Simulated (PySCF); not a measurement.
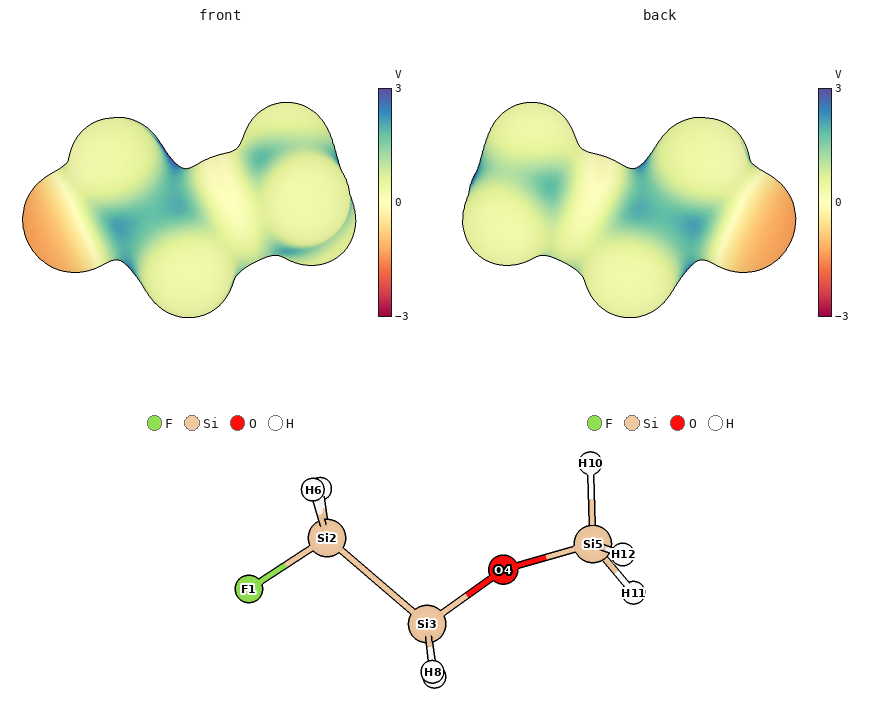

The picture shows: FH7OSi3 (SMILES F[SiH2][SiH2]O[SiH3]). The molecular electrostatic potential painted on the density surface at 0.004 e/bohr³, seen from the front and from behind; red is negative and blue positive. The bare structure is drawn below in the same view.

Geometry: GFN2-xTB.

Level of theory: PySCF 2.14.0, PBE0/pcSseg-1, SCF density, gas phase, non-relativistic.

| atom | x (Å) | y (Å) | z (Å) |
| --- | --- | --- | --- |
| F | -3.1526 | -1.6573 | 0.4660 |
| Si | -2.2273 | -0.3458 | 0.2437 |
| Si | -0.0529 | -1.0653 | 0.3603 |
| O | 0.8150 | 0.2713 | 0.0413 |
| Si | 2.0858 | 1.2352 | -0.2305 |
| H | -2.7149 | 0.5565 | 1.2898 |
| H | -2.7167 | 0.1654 | -1.0388 |
| H | 0.4037 | -1.5577 | 1.6689 |
| H | 0.3525 | -2.0742 | -0.6304 |
| H | 1.4991 | 2.4219 | -0.8478 |
| H | 3.0096 | 0.5339 | -1.1192 |
| H | 2.7000 | 1.5155 | 1.0648 |

Where is the surface potential most negative and most positive?

The most negative region (about −1.3 V) lies over F1, the most positive (about +2.9 V) over Si2 and Si5.

What dipole moment does the calculation give?

Its dipole moment is 2.09 D.
